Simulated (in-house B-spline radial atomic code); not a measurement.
# Kr²⁺: density, ELF and screening along the radius

Aim: the shell structure of Kr²⁺ in the radial density, the electron localisation function and the screened nuclear charge, under several settings.

The numbers are computed with in-house B-spline radial atomic code version 1 (several methods, spin-polarised, as named in each step; spherical all-electron atom at the radial basis limit), except any that are marked as measured or tabulated.

## (1) The system

```
element       : krypton (Z = 36)
charge        : +2
electrons     : 34
configuration : [Ar] 3d10 4s2 4p4
nucleus       : point (non-relativistic runs) or finite (X2C runs)
```

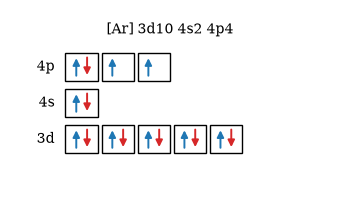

Outer shells as boxes.

Where spins are not typed, each open shell is filled with up spins first.

## (2) LDA (VWN5), X2C

The run's settings:

```ini
Z = 36
electrons = 34.0
configuration = [Ar] 3d10 4s2 4p4
hamiltonian = x2c
method = lda,vwn
spin_polarised = True
nucleus = fermi
rms_radius = 4.1884
mass_number = 84
atomic_mass = 83.91149772708
speed_of_light = 137.035999084
```

Command:

```
python run_scf.py task.json out
```

One command runs all members of the session, one after another, from task.json.

## (3) PBE, X2C

The settings differ from step 2 so:

```diff
@@ -4,3 +4,3 @@
 hamiltonian = x2c
-method = lda,vwn
+method = pbe,pbe
 spin_polarised = True
```

## (4) Hartree-Fock, X2C

The settings differ from step 3 so:

```diff
@@ -4,3 +4,3 @@
 hamiltonian = x2c
-method = pbe,pbe
+method = hf
 spin_polarised = True
```

## (5) AM05, X2C

The settings differ from step 4 so:

```diff
@@ -4,3 +4,3 @@
 hamiltonian = x2c
-method = hf
+method = am05
 spin_polarised = True
```

## (6) PBEsol, X2C

The settings differ from step 5 so:

```diff
@@ -4,3 +4,3 @@
 hamiltonian = x2c
-method = am05
+method = pbesol
 spin_polarised = True
```

How large is the system in each run, where do the shell borders lie, and what is the highest level?

The runs gave:

| run | total energy (hartree) | highest level (eV) | radius holding 50 / 90 / 99 % (bohr) | radius at n = 0.001 (bohr) | ELF minima on the full grid (bohr) |
| --- | --- | --- | --- | --- | --- |
| LDA (VWN5), X2C | -2784.8403 | -30.160 | 0.449 / 1.51 / 2.74 | 3.47 | 0.064, 0.26, 1.0 |
| PBE, X2C | -2788.3525 | -29.794 | 0.449 / 1.51 / 2.74 | 3.48 | 0.064, 0.26, 1.0 |
| Hartree-Fock, X2C | -2786.9346 | -34.749 | 0.449 / 1.52 / 2.75 | 3.48 | 0.065, 0.26, 1.0 |
| AM05, X2C | -2785.0343 | -29.812 | 0.449 / 1.51 / 2.73 | 3.47 | 0.064, 0.26, 1.0 |
| PBEsol, X2C | -2786.5301 | -29.821 | 0.449 / 1.51 / 2.74 | 3.47 | 0.064, 0.26, 1.0 |

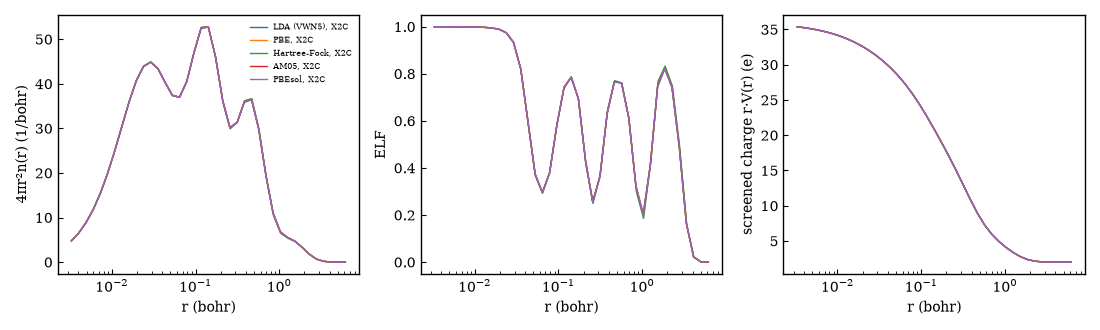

Radial density, ELF and screened nuclear charge of all runs.

What this shows: In the first run ELF has 3 minima on the grid, which mark the borders between shells. On the record's full grid the screened charge (r times the electrostatic potential) falls from 35.9 near the nucleus to 2.00 at 6.1 bohr; far out it tends to the net charge, 2. The grid is coarse (about 22 % a step), so the places of minima are rough. For X2C runs ELF uses the non-relativistic kinetic energy density, and the fields carry no picture-change correction.
